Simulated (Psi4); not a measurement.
# CH2BNO (SMILES BN=C=O): LCCD/6-311G (density fitting, density fitting for correlation)

Aim: the vertical electron affinity of CH2BNO at LCCD/6-311G (density fitting, density fitting for correlation), from 2 runs. 

Program for the calculation: Psi4 1.11.

6 further runs of the same task are left out: 3 that didn't finish, 3 set aside as unsound or not needed.

## Step 1: The structure to begin with

CH2BNO: 6 atoms, total charge 0, spin state singlet. SMILES: `BN=C=O`. The coordinates come from a PBE0-D4/def2-TZVP relaxation.

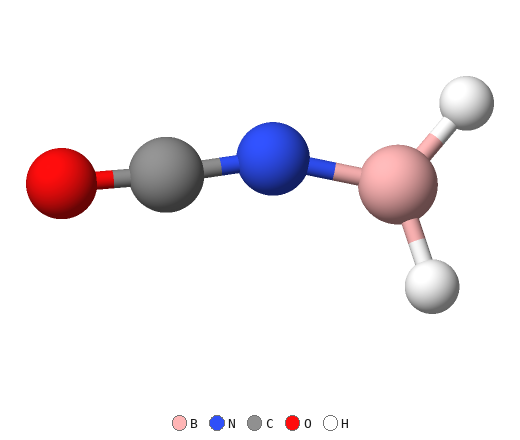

The structure, seen from a chosen angle (boron pink, nitrogen blue, carbon grey, oxygen red, hydrogen white).

## Step 2: A single-point energy at LCCD/6-311G (density fitting, density fitting for correlation)

Input file ch2bno.xyz:

```xyz
6
CH2BNO
B     -0.470000     0.955400    -0.144700
N      0.227000    -0.197800     0.250100
C      0.668900    -1.308900     0.214400
O      1.129200    -2.375400     0.245600
H     -1.048600     0.958600    -1.190700
H     -0.464500     1.904100     0.579200
```

Input file run.py:

```python
import psi4

psi4.set_memory('1600 MB')
psi4.set_num_threads(1)
psi4.set_output_file('ch2bno.out', False)

with open('ch2bno.xyz') as f:
    atoms = ''.join(f.readlines()[2:])
m = psi4.geometry('0 1\n' + atoms + 'no_reorient\nno_com')

psi4.set_options({
    'basis': '6-311G',
    'scf_type': 'df',
    'freeze_core': True,
    'cc_type': 'df',
})

energy_value, wavefunction = psi4.energy('lccd', molecule=m, return_wfn=True)
print(f'total energy {energy_value:.8f} hartree = {energy_value * 27.211386:.5f} eV')
```

Started as:

```sh
$ python run.py
```

ch2bno.out:

```text
[...]
  Running in c1 symmetry.
[...]
  Nuclear repulsion =   89.940939657809565
[...]
  Multiplicity = 1
[...]
  Nalpha       = 14
  Nbeta        = 14
[...]
    Number of basis functions: 58
[...]
   @DF-RHF iter   1:  -192.91164662659173   -8.97619e-01   8.22314e-03 DIIS/ADIIS
[...]
   @DF-RHF iter  12:  -193.00236010934972   -5.54223e-12   7.70673e-09 DIIS
[...]
    Orbital Energies [Eh]
    ---------------------
    Doubly Occupied:
       1A    -20.635000     2A    -15.609997     3A    -11.453480
       4A     -7.662910     5A     -1.509956     6A     -1.291531
       7A     -0.879070     8A     -0.732061     9A     -0.681885
      10A     -0.672386    11A     -0.619407    12A     -0.552673
      13A     -0.473234    14A     -0.424471
[...]
  @DF-RHF Final Energy:  -193.00236010934972
   => Energetics <=
    Nuclear Repulsion Energy =             89.9409396578095652
    One-Electron Energy =                -439.4904759978662696
    Two-Electron Energy =                 156.5471762307069810
    Total Energy =                       -193.0023601093497234
[...]
 Multipole Moments:
 ------------------------------------------------------------------------------------
     Multipole            Electronic (a.u.)      Nuclear  (a.u.)        Total (a.u.)
 ------------------------------------------------------------------------------------
 L = 1.  Multiply by 2.5417464519 to convert [e a0] to [Debye]
 Dipole X            :        -20.7086074           20.3578306           -0.3507768
 Dipole Y            :         39.5183701          -38.9311928            0.5871773
 Dipole Z            :         -7.1229033            6.9294367           -0.1934666
 Magnitude           :                                                    0.7108100
[...]
	DF-MP2 Total Energy (a.u.)         :  -193.40207468663257
[...]
```

Standard output:

```text
total energy -193.40093834 hartree = -5262.70759 eV
```

Wall time 2.2 s (1 thread of Intel Xeon 6975P-C (Granite Rapids), shared host); peak memory 0.23 GiB.

## Step 3: The doublet anion

Input file job.inp:

```
memory 1600 MB

molecule system {
  -1 2
  B     -0.470000     0.955400    -0.144700
  N      0.227000    -0.197800     0.250100
  C      0.668900    -1.308900     0.214400
  O      1.129200    -2.375400     0.245600
  H     -1.048600     0.958600    -1.190700
  H     -0.464500     1.904100     0.579200
  no_reorient
  no_com
}

set basis 6-311G
set reference uhf
set scf_type df
set freeze_core true
set cc_type df

E, wfn = energy("lccd", return_wfn=True)
print_variables()
```

Started as:

```sh
$ psi4 -i job.inp -o job.out -n 1
```

job.out:

```text
[...]
  Running in c1 symmetry.
[...]
  Nuclear repulsion =   89.940939657809565
[...]
  Multiplicity = 2
[...]
  Nalpha       = 15
  Nbeta        = 14
[...]
    Number of basis functions: 58
[...]
   @DF-UHF iter   1:  -192.83256317867594   -8.18536e-01   9.20735e-03 DIIS/ADIIS
[...]
   @DF-UHF iter  18:  -192.96872512221287   -2.04636e-12   6.64604e-09 DIIS
[...]
   @S^2 Observed:                8.194758272E-01
[...]
    Orbital Energies [Eh]
    ---------------------
    Alpha Occupied:
       1A    -20.393679     2A    -15.380669     3A    -11.190892
       4A     -7.357868     5A     -1.284665     6A     -1.045751
       7A     -0.637485     8A     -0.515516     9A     -0.478263
      10A     -0.456255    11A     -0.367516    12A     -0.302397
      13A     -0.257124    14A     -0.182792    15A     -0.000462
    Alpha Virtual:
      16A      0.378836    17A      0.408212    18A      0.414370
      19A      0.427892    20A      0.474017    21A      0.510886
      22A      0.571482    23A      0.573573    24A      0.648323
      25A      0.689071    26A      0.738023    27A      0.798829
[...]
  @DF-UHF Final Energy:  -192.96872512221287
   => Energetics <=
    Nuclear Repulsion Energy =             89.9409396578095652
    One-Electron Energy =                -446.2411045792089226
    Two-Electron Energy =                 163.3314397991864837
    Total Energy =                       -192.9687251222128737
  UHF NO Occupations:
  HONO-2 :   13  A 1.9963846
  HONO-1 :   14  A 1.9740930
[...]
 Multipole Moments:
 ------------------------------------------------------------------------------------
     Multipole            Electronic (a.u.)      Nuclear  (a.u.)        Total (a.u.)
 ------------------------------------------------------------------------------------
 L = 1.  Multiply by 2.5417464519 to convert [e a0] to [Debye]
 Dipole X            :        -20.4219717           20.3578306           -0.0641412
 Dipole Y            :         39.0106879          -38.9311928            0.0794952
 Dipole Z            :         -6.9626100            6.9294367           -0.0331732
 Magnitude           :                                                    0.1073966
[...]
	DF-SCS-MP2 Total Energy (a.u.)     :  -193.35455251647750
	DF-SOS-MP2 Total Energy (a.u.)     :  -193.34802492725569
	DF-SCS(N)-MP2 Total Energy (a.u.)  :  -193.15724486796745
[...]
	DF-MP2 Total Energy (a.u.)         :  -193.36760769492108
[...]
```

It took 4.2 s on 1 thread of Intel Xeon 6975P-C (Granite Rapids), shared host; peak memory 0.23 GiB.

## Step 4: Summary of results

At LCCD/6-311G (density fitting, density fitting for correlation), 4 core orbitals frozen:

| quantity | value |
| --- | --- |
| singlet CH2BNO: total energy | -193.40094 Eh |
| singlet CH2BNO: HOMO energy (Hartree–Fock orbitals) | -11.55 eV |
| singlet CH2BNO: LUMO energy (Hartree–Fock orbitals) | 1.74 eV |
| singlet CH2BNO: HOMO–LUMO gap (Hartree–Fock orbitals) | 13.29 eV |
| singlet CH2BNO: correlation energy (4 core orbitals frozen) | -398.6 mEh |
| doublet anion: total energy | -193.37422 Eh |
| doublet anion: HOMO energy (Hartree–Fock orbitals) (highest over α and β) | -0.01 eV |
| doublet anion: LUMO energy (Hartree–Fock orbitals) (lowest over α and β) | 9.41 eV |
| doublet anion: correlation energy (4 core orbitals frozen) | -405.5 mEh |
| doublet anion: ⟨S²⟩ of the reference determinant | 0.819 |
| vertical electron affinity (to the doublet anion) | -0.727 eV |

The anion lies 0.73 eV (70.1 kJ/mol) above the neutral: the electron isn't bound at this level, and such a value depends on the basis. Without diffuse functions anions come out too high.
